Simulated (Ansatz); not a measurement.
Run report: WH7Cl, geometry relaxation

WH7Cl, computed with RKS B3LYP-D4/def2-TZVP (Ansatz 0.2.0).

The input holds or restrains some coordinates. It belongs to a series of runs on one base structure; here: pulled along the bonds that form and break, towards end B.

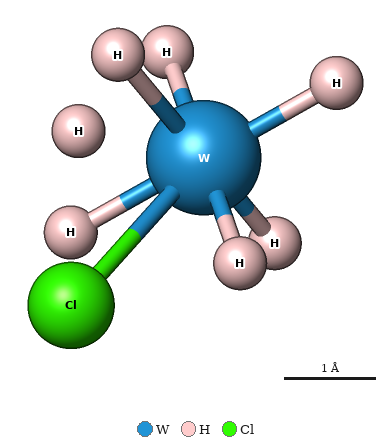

*The input geometry (ball-and-stick view, seen at a tilt). Sticks mark near contacts.*

**Input file**
```yaml
crystal:
  periodic: [false, false, false]
  atoms:
    - { symbol: W, position_ang: [0.0, 0.0, 0.0] }
    - { symbol: H, position_ang: [0.0, 0.0, 2.07] }
    - { symbol: H, position_ang: [1.72, 0.0, 0.0] }
    - { symbol: H, position_ang: [0.0, 1.72, 0.0] }
    - { symbol: H, position_ang: [-1.72, 0.0, 0.0] }
    - { symbol: H, position_ang: [0.0, -1.72, 0.0] }
    - { symbol: H, position_ang: [0.0, 0.0, -1.72] }
    - { symbol: Cl, position_ang: [1.7678, 1.8416, 0.8482] }
    - { symbol: H, position_ang: [0.7133, 0.743, 2.0759] }
basis:
  gaussian: { orbitals: def2-TZVP }
hamiltonian:
  xc: b3lyp
  dispersion: d4
relax:
  f_tol: 0.15
  max_steps: 25
  restrain:
    - { distance: [0, 7], at: 2.39, k: 30.0 }
    - { distance: [8, 1], at: 0.66, k: 30.0 }
    - { distance: [0, 1], at: 2.92, k: 30.0 }
    - { distance: [8, 7], at: 2.57, k: 30.0 }
output:
  orbitals: {}
```

Launch command:
```bash
ansatz run input.yaml --threads 4 --pin off --max-ram 5120MiB --backend cpu --events-out ev --progress --plain --runs-dir out
```

**Output**
```
The last accepted step is kept in [file] (removed where the run ends without a failure and the disk answers)
Engine: ansatz 0.2.0, aarch64-unknown-linux-gnu
Functional definition: B3LYP
  parameter a0 = 0.2
  parameter ax = 0.72
  parameter ac = 0.81
  exchange = (1 - a0 - ax)*slater_x + ax*b88_x + a0*exact_x
  correlation = (1 - ac)*vwn_rpa_c + ac*lyp_c
964 factors; their error is unknown
mean field evaluation 1: about -14454.2137 eV, gradient 2.2e1 eV
mean field evaluation 2: about -14440.3596 eV, gradient 7.4e1 eV
mean field evaluation 4: about -14455.6716 eV, gradient 6.1e0 eV
mean field evaluation 8: about -14455.7926 eV, gradient 1.9e-1 eV
mean field evaluation 16: about -14455.8266 eV, gradient 5.2e-3 eV
mean field evaluation 32: about -14455.8266 eV, gradient 1.1e-4 eV
mean field -14455.82657874 eV, -531.2418282577 hartree, gradient 1.2e-5 eV, S^2 0.000000; 6 other end points of the search recorded, 0 dependent functions left out
the calculation of the forces begins
reference -14455.82686291 eV, -531.2418387006 hartree; 19, 19 occupied and 100, 100 virtual orbitals, 964 factors
relax step   1: F+E_penalty+E_count = -14456.17951746 eV  Δ(F+E_penalty+E_count) = +0.000e0 eV  max|allowed force component| = 3.758e0 eV/Å  E_restraint = 19.89479529 eV  max|allowed force component, restraints' pulls added| = 2.641e1 eV/Å  Δτ_max = 0.0000 Å  (126 SCF iters, accepted)
  distance W 0 - Cl 7 = 2.6900 Å
  distance H 8 - H 1 = 1.0300 Å
  distance W 0 - H 1 = 2.0700 Å
  distance H 8 - Cl 7 = 1.9561 Å
these checks for a lower state are left out or cut short: starts, cluster_reference, orbital_swaps, neighbouring_geometries, increment
964 factors; their error is unknown
mean field evaluation 64: about -14457.2520 eV, gradient 4.9e-3 eV
mean field -14457.25196123 eV, -531.2942100978 hartree, gradient 2.0e-5 eV, S^2 0.000000; 0 other end points of the search recorded, 0 dependent functions left out
[... from here on the field's lines of each further geometry are left out, up to the last ...]
relax step   2: F+E_penalty+E_count = -14457.56803023 eV  Δ(F+E_penalty+E_count) = -1.389e0 eV  max|allowed force component| = 2.860e0 eV/Å  E_restraint = 7.73599143 eV  max|allowed force component, restraints' pulls added| = 1.598e1 eV/Å  Δτ_max = 0.1948 Å  (67 SCF iters, accepted)
relax step   3: F+E_penalty+E_count = -14458.72138681 eV  Δ(F+E_penalty+E_count) = -1.153e0 eV  max|allowed force component| = 4.354e0 eV/Å  E_restraint = 2.00353235 eV  max|allowed force component, restraints' pulls added| = 8.263e0 eV/Å  Δτ_max = 0.1947 Å  (47 SCF iters, accepted)
relax step   4: F+E_penalty+E_count = -14459.99446123 eV  Δ(F+E_penalty+E_count) = -1.273e0 eV  max|allowed force component| = 5.732e0 eV/Å  E_restraint = 0.08594031 eV  max|allowed force component, restraints' pulls added| = 5.363e0 eV/Å  Δτ_max = 0.1946 Å  (39 SCF iters, accepted)
relax step   5: F+E_penalty+E_count = -14461.42135051 eV  Δ(F+E_penalty+E_count) = -1.427e0 eV  max|allowed force component| = 5.184e0 eV/Å  E_restraint = 0.01113211 eV  max|allowed force component, restraints' pulls added| = 5.448e0 eV/Å  Δτ_max = 0.1937 Å  (39 SCF iters, accepted)
relax step   6: F+E_penalty+E_count = -14462.33107015 eV  Δ(F+E_penalty+E_count) = -9.097e-1 eV  max|allowed force component| = 1.504e0 eV/Å  E_restraint = 0.06560482 eV  max|allowed force component, restraints' pulls added| = 1.515e0 eV/Å  Δτ_max = 0.1995 Å  (38 SCF iters, accepted)
relax step   7: F+E_penalty+E_count = -14462.49728218 eV  Δ(F+E_penalty+E_count) = -1.662e-1 eV  max|allowed force component| = 1.392e0 eV/Å  E_restraint = 0.05589141 eV  max|allowed force component, restraints' pulls added| = 1.457e0 eV/Å  Δτ_max = 0.1987 Å  (39 SCF iters, accepted)
relax step   8: F+E_penalty+E_count = -14462.54410297 eV  Δ(F+E_penalty+E_count) = -4.682e-2 eV  max|allowed force component| = 8.963e-1 eV/Å  E_restraint = 0.05125357 eV  max|allowed force component, restraints' pulls added| = 7.533e-2 eV/Å  Δτ_max = 0.0996 Å  (38 SCF iters, accepted)
relax step   9: F+E_penalty+E_count = -14462.57293669 eV  Δ(F+E_penalty+E_count) = -2.883e-2 eV  max|allowed force component| = 4.031e-1 eV/Å  E_restraint = 0.10369690 eV  max|allowed force component, restraints' pulls added| = 1.252e0 eV/Å  Δτ_max = 0.1958 Å  (35 SCF iters, rejected (line search))
relax step  10: F+E_penalty+E_count = -14462.55873046 eV  Δ(F+E_penalty+E_count) = -1.463e-2 eV  max|allowed force component| = 7.878e-1 eV/Å  E_restraint = 0.05986228 eV  max|allowed force component, restraints' pulls added| = 3.461e-1 eV/Å  Δτ_max = 0.0955 Å  (34 SCF iters, accepted)
the calculation of the forces begins
reference -14462.23593275 eV, -531.4773676731 hartree; 19, 19 occupied and 100, 100 virtual orbitals, 964 factors
relax step  11: F+E_penalty+E_count = -14462.55055873 eV  Δ(F+E_penalty+E_count) = +8.172e-3 eV  max|allowed force component| = 9.620e-1 eV/Å  E_restraint = 0.04836249 eV  max|allowed force component, restraints' pulls added| = 3.367e-2 eV/Å  Δτ_max = 0.0332 Å  (33 SCF iters, accepted)
```

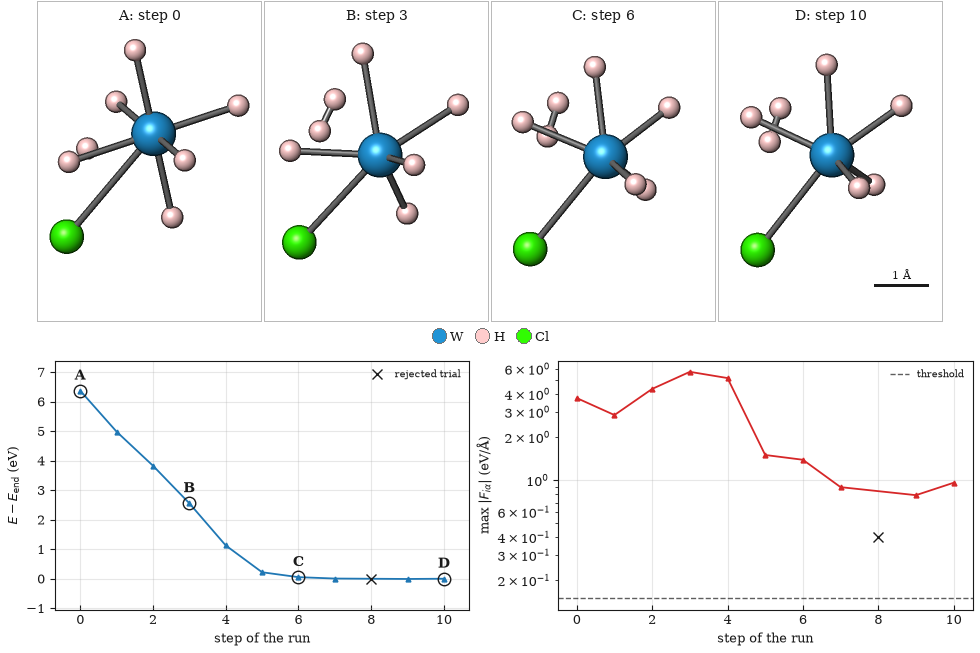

*Frames of the restrained relaxation (ball-and-stick view, seen at a tilt) above the curves, on which the letters mark them (the first geometry is step 0 here and step 1 in the log).*

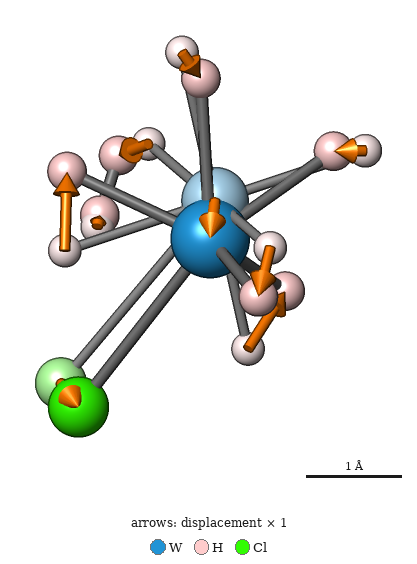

*Start (faint) and end (solid) with the displacements as orange arrows, at true length (ball-and-stick view, seen at a tilt). The two geometries are laid on each other by the best rigid fit.*

After 10 geometry steps the energy has fallen by 6.371 eV. The largest force component goes from 3.8 to 0.96 eV/Å. The line search rejected the trial step at point 8 (counted from 0) and went back. H4 moves most after the best rigid fit: 0.86 Å. By element the largest moves are H 0.86 Å, Cl 0.61 Å, W 0.51 Å. Distances before and after: W1–H2 2.070 → 2.917 Å, W1–Cl8 2.690 → 2.371 Å, H2–H9 1.030 → 0.713 Å, W1–H3 1.720 → 1.667 Å. New bonds form: H2–H9 (1.03 → 0.71 Å). Bonds break: W1–H2 (2.07 → 2.92 Å). Among the angles that change: H3–W1–H5 180.0° → 116.5°, H3–W1–H4 90.0° → 121.7°, H4–W1–Cl8 46.8° → 76.8°. (Atoms are counted from 1 in the order of the input.)

```
  distance W 0 - Cl 7 = 2.3715 Å
  distance H 8 - H 1 = 0.7125 Å
  distance W 0 - H 1 = 2.9167 Å
  distance H 8 - Cl 7 = 2.5805 Å
964 factors; their error is unknown
mean field -14462.23566351 eV, -531.4773577787 hartree, gradient 3.2e-5 eV, S^2 0.000000; 1 other end points of the search recorded, 0 dependent functions left out
the calculation of the forces begins
reference -14462.23593275 eV, -531.4773676731 hartree; 19, 19 occupied and 100, 100 virtual orbitals, 964 factors
Total energy: -14462.55082797 eV, -531.4889398588 hartree
Atom 0 at     0.235373     0.245314    -0.379396 Å, force     0.374791     0.382618     0.212779 eV/Å
Atom 1 at     0.211187     0.221124     2.537057 Å, force    -0.942852    -0.961986     0.689346 eV/Å
Atom 2 at     1.398232    -0.648365     0.412827 Å, force    -0.005758     0.023391     0.005215 eV/Å
Atom 3 at    -0.675849     1.394598     0.412589 Å, force     0.023190    -0.005882     0.004438 eV/Å
Atom 4 at    -1.382070    -0.131846    -0.023328 Å, force     0.000427    -0.010021     0.000490 eV/Å
Atom 5 at    -0.119228    -1.376034    -0.017641 Å, force    -0.009528     0.000736    -0.000349 eV/Å
Atom 6 at     0.330884     0.341991    -2.090794 Å, force     0.003429     0.003089     0.010685 eV/Å
Atom 7 at     1.840112     1.876503     0.243383 Å, force    -0.248651    -0.253685    -0.376073 eV/Å
Atom 8 at     0.642459     0.661315     2.179404 Å, force     0.804953     0.821740    -0.546531 eV/Å
Dipole moment:    -0.189313    -0.193137    -0.120272 e Å
```

**Trajectory as extended XYZ (Å, eV, eV/Å), 11 frames, from step=1 to step=11**
```
9
Properties=species:S:1:pos:R:3:forces:R:3 step=1 energy=-14456.17952
W     0.0000    0.0000    0.0000    3.7577   3.6290   2.0423
H     0.0000    0.0000    2.0700    1.7030   1.7762   0.8455
H     1.7200    0.0000    0.0000    1.3054  -2.3452  -0.9986
H     0.0000    1.7200    0.0000   -2.3115   1.3595  -1.2598
H    -1.7200    0.0000    0.0000   -1.1661  -0.8570  -0.1355
H     0.0000   -1.7200    0.0000   -0.8945  -1.0860  -0.4226
H     0.0000    0.0000   -1.7200    0.1202   0.0832   0.1269
Cl    1.7678    1.8416    0.8482   -0.3828  -0.3228   0.1850
H     0.7133    0.7430    2.0759   -2.1313  -2.2369  -0.3832
9
Properties=species:S:1:pos:R:3:forces:R:3 step=2 energy=-14457.56803
W     0.0736    0.0742   -0.1168    2.8597   2.6967  -1.7952
H     0.0425    0.0443    2.2549    0.6224   0.6506  -0.0961
H     1.7393   -0.0247   -0.0121    1.1787  -2.7327   0.9621
H    -0.0244    1.7399   -0.0150   -2.8430   1.2298   0.8191
H    -1.7255   -0.0086   -0.0024    0.2958  -0.7992   1.2200
H    -0.0090   -1.7246   -0.0056   -0.8619   0.3036   1.1042
H     0.0019    0.0015   -1.7286    0.0121   0.0133  -1.8498
Cl    1.7793    1.8544    0.7545   -0.1020  -0.1436  -0.5673
H     0.6034    0.6283    2.1452   -1.1619  -1.2185   0.2031
9
Properties=species:S:1:pos:R:3:forces:R:3 step=3 energy=-14458.72139
W     0.1518    0.1518   -0.2773    1.0263   1.0063   0.9813
H     0.0516    0.0541    2.3626   -1.3030  -1.3552   0.2678
H     1.7568   -0.0674    0.0191    0.5130  -2.4047   1.2613
H    -0.0699    1.7579    0.0152   -2.5310   0.4990   1.2034
H    -1.7079   -0.0193    0.0273    1.6008  -0.2927   0.8529
H    -0.0208   -1.7076    0.0241   -0.3113   1.6007   0.8251
H     0.0005    0.0004   -1.7820   -0.1787  -0.1781  -4.3536
Cl    1.7849    1.8586    0.6588    0.1897   0.0934  -0.7700
H     0.5342    0.5561    2.2264    0.9941   1.0312  -0.2682
9
Properties=species:S:1:pos:R:3:forces:R:3 step=4 energy=-14459.99446
W     0.2239    0.2250   -0.4426   -0.1522  -0.0528   5.7322
H     0.0458    0.0481    2.4245   -2.7239  -2.8299   0.9128
H     1.7479   -0.2001    0.1217   -0.6615  -1.4553   0.3284
H    -0.2014    1.7512    0.1172   -1.5884  -0.7182   0.3031
H    -1.6092   -0.0239    0.0886    2.1544   0.1557  -0.1161
H    -0.0241   -1.6083    0.0862    0.1642   2.1455  -0.1110
H     0.0283    0.0295   -1.9084   -0.2628  -0.2735  -5.3629
Cl    1.7776    1.8511    0.5231    0.5002   0.3604  -0.8273
H     0.4922    0.5119    2.2638    2.5699   2.6682  -0.8591
9
Properties=species:S:1:pos:R:3:forces:R:3 step=5 energy=-14461.42135
W     0.2369    0.2406   -0.4657   -0.3054  -0.2159   5.1843
H     0.0457    0.0461    2.4493   -1.9578  -2.0383   0.9405
H     1.6815   -0.3678    0.1923   -0.8840  -0.6127  -0.0338
H    -0.3597    1.6902    0.1871   -0.8057  -0.9579  -0.0432
H    -1.4509   -0.0430    0.1376    1.4378   0.2010  -0.3328
H    -0.0408   -1.4500    0.1319    0.1989   1.4294  -0.3030
H     0.1085    0.1092   -1.9965   -0.0192  -0.0278  -3.8281
Cl    1.7702    1.8508    0.4187    0.4858   0.2980  -0.7319
H     0.4896    0.5085    2.2194    1.8495   1.9241  -0.8518
9
Properties=species:S:1:pos:R:3:forces:R:3 step=6 energy=-14462.33107
W     0.2255    0.2324   -0.4295    0.9421   0.9585   1.5037
H     0.0639    0.0629    2.4863   -0.7180  -0.7499   0.4122
H     1.5881   -0.5206    0.2498   -0.6632  -0.0326   0.0303
H    -0.5230    1.5930    0.2476   -0.1641  -0.6944   0.0324
H    -1.3198   -0.0516    0.1525   -0.1832  -0.0917   0.0651
H    -0.0491   -1.3167    0.1509   -0.0824  -0.1701   0.0833
H     0.2037    0.2048   -2.0774    0.0311   0.0383  -1.2589
Cl    1.7847    1.8533    0.3347    0.2120   0.0873  -0.5396
H     0.5071    0.5271    2.1592    0.6255   0.6546  -0.3285
9
Properties=species:S:1:pos:R:3:forces:R:3 step=7 energy=-14462.49728
W     0.2454    0.2554   -0.4336    0.4522   0.4454   1.3925
H     0.1210    0.1233    2.4866   -0.8881  -0.9221   0.6519
H     1.4628   -0.5815    0.3622   -0.1475   0.0729  -0.2099
H    -0.6151    1.4571    0.3595    0.0896  -0.1220  -0.2028
H    -1.3155   -0.0695    0.1132   -0.1302  -0.0726  -0.1361
H    -0.0616   -1.3074    0.1202   -0.0563  -0.1242  -0.1412
H     0.2639    0.2727   -2.1356    0.0384   0.0375  -0.3040
Cl    1.8363    1.8705    0.2838   -0.1453  -0.1374  -0.5242
H     0.5439    0.5640    2.1179    0.7874   0.8226  -0.5261
9
Properties=species:S:1:pos:R:3:forces:R:3 step=8 energy=-14462.54410
W     0.2358    0.2463   -0.3911    0.3996   0.3847   0.4174
H     0.1788    0.1898    2.5211   -0.8846  -0.8963   0.7360
H     1.4167   -0.6173    0.3988    0.0386  -0.0245  -0.0154
H    -0.6426    1.4150    0.4002   -0.0375   0.0329  -0.0174
H    -1.3626   -0.1165    0.0442   -0.0252   0.0015  -0.0604
H    -0.1024   -1.3556    0.0534   -0.0053  -0.0163  -0.0683
H     0.3294    0.3408   -2.1040   -0.0283  -0.0267  -0.0071
Cl    1.8390    1.8768    0.2408   -0.2208  -0.2277  -0.3965
H     0.5890    0.6052    2.1107    0.7636   0.7724  -0.5885
9
Properties=species:S:1:pos:R:3:forces:R:3 step=9 energy=-14462.57294 accepted=F
W     0.2286    0.2381   -0.3992    0.3709   0.3843   0.2123
H     0.1929    0.2012    2.5168   -0.3114  -0.3193   0.1521
H     1.3993   -0.6409    0.3921    0.0022  -0.0122   0.0192
H    -0.6729    1.3919    0.3922    0.0080   0.0142   0.0178
H    -1.3859   -0.1275   -0.0166    0.0209  -0.0292  -0.0250
H    -0.1163   -1.3793   -0.0095   -0.0200   0.0216  -0.0277
H     0.3312    0.3434   -2.1152   -0.0103  -0.0130   0.0832
Cl    1.8288    1.8604    0.2532   -0.2214  -0.2124  -0.4031
H     0.6754    0.6973    2.2603    0.1610   0.1661  -0.0288
9
Properties=species:S:1:pos:R:3:forces:R:3 step=10 energy=-14462.55873
W     0.2344    0.2442   -0.3909    0.3636   0.3702   0.2925
H     0.1908    0.1989    2.5234   -0.7682  -0.7878   0.5087
H     1.4106   -0.6298    0.3980    0.0026  -0.0180   0.0089
H    -0.6576    1.4070    0.3978   -0.0175   0.0030   0.0082
H    -1.3750   -0.1255    0.0045    0.0061   0.0002  -0.0244
H    -0.1132   -1.3685    0.0115    0.0012   0.0071  -0.0267
H     0.3235    0.3346   -2.1043   -0.0003  -0.0012   0.0143
Cl    1.8352    1.8713    0.2527   -0.2174  -0.2210  -0.4040
H     0.6324    0.6524    2.1815    0.6300   0.6475  -0.3775
9
Properties=species:S:1:pos:R:3:forces:R:3 step=11 energy=-14462.55056
W     0.2354    0.2453   -0.3794    0.3748   0.3826   0.2128
H     0.2112    0.2211    2.5371   -0.9429  -0.9620   0.6893
H     1.3982   -0.6484    0.4128   -0.0058   0.0234   0.0052
H    -0.6758    1.3946    0.4126    0.0232  -0.0059   0.0044
H    -1.3821   -0.1318   -0.0233    0.0004  -0.0100   0.0005
H    -0.1192   -1.3760   -0.0176   -0.0095   0.0007  -0.0003
H     0.3309    0.3420   -2.0908    0.0034   0.0031   0.0107
Cl    1.8401    1.8765    0.2434   -0.2487  -0.2537  -0.3761
H     0.6425    0.6613    2.1794    0.8050   0.8217  -0.5465
```

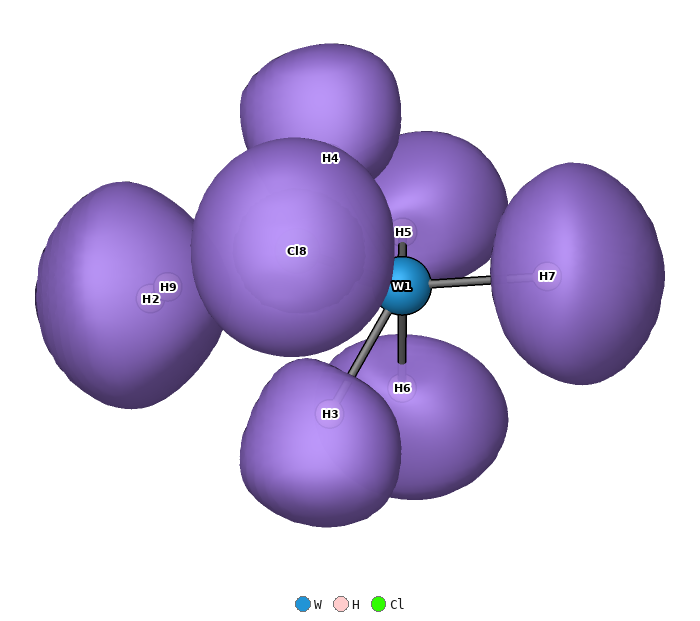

*Isosurface of the ELF at 0.8 (purple), seen from the side. Core shells and regions of very low density are left out.*

Along the contacts the grid gives the following. W1···H9 (2.62 Å): the ELF is only about 0.05 between them (a non-bonded, intermolecular contact). W–Cl (2.37 Å): the ELF peaks at about 0.85 in the valence shell of Cl, 0.8 Å from its nucleus, and is about 0.40 at the midpoint.

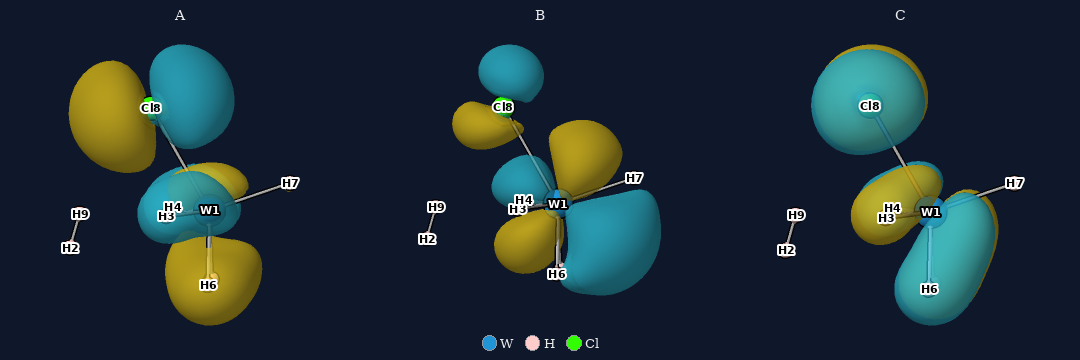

*Three frontier orbitals at ±0.1 Å⁻³ᐟ² (yellow and cyan are the two phases).*

A is the HOMO−1 (−8.60 eV). It lies mainly on Cl8 (55 %) and W1 (20 %). C is the HOMO (−7.65 eV). By Hirshfeld shares it lies mainly on Cl8 (45 %) and W1 (30 %). B is the LUMO (−3.88 eV). Its weight (Hirshfeld) is mainly on W1 (70 %) and Cl8 (10 %). The HOMO–LUMO gap is 3.77 eV between the orbital energies.

**Key numbers**

| quantity | value |
| --- | --- |
| outcome | converged under the restraints of the input |
| total energy | −14462.5508 eV |
| mean-field energy | −14462.2359 eV |
| largest force (length of the vector) at the end, held atoms and coordinates included | 1.513 eV/Å |
| hardware | 4 threads of Arm Neoverse V1, 24 GiB of memory available, shared host |
| wall time | 18 s (CPU time 68 s) |
| peak memory | 0.23 GiB |
